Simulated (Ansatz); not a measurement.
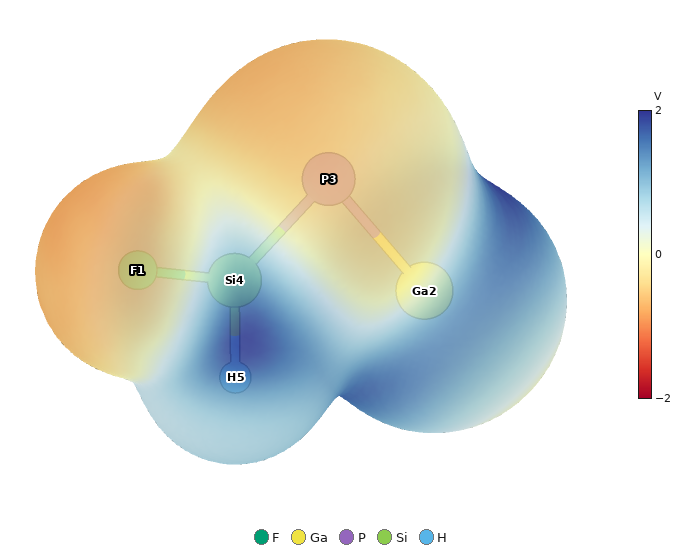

FGaHPSi. The electrostatic potential painted on the density surface at 0.002 e/bohr³, seen at a tilt; red is negative and blue positive.

Geometry: B3LYP/6-31G*.

The calculation used Ansatz, isolated molecule in a Gaussian basis; Kohn-Sham density functional theory, functional PBE0.

```xyz
5

F    -2.3478   -4.6303    0.1804
Ga   -3.0534    0.0506    0.6278
P    -1.4622   -1.7032    1.3245
Si   -2.6259   -3.0456    0.3029
H    -3.8783   -2.8573   -0.4827
```

### Which sites attract a positive test charge, and which a negative one?

A positive charge is drawn to the negative regions and a negative charge to the positive ones. The most negative region (about −0.8 V) lies over F1, the most positive (about +1.9 V) over Ga2 and Si4.
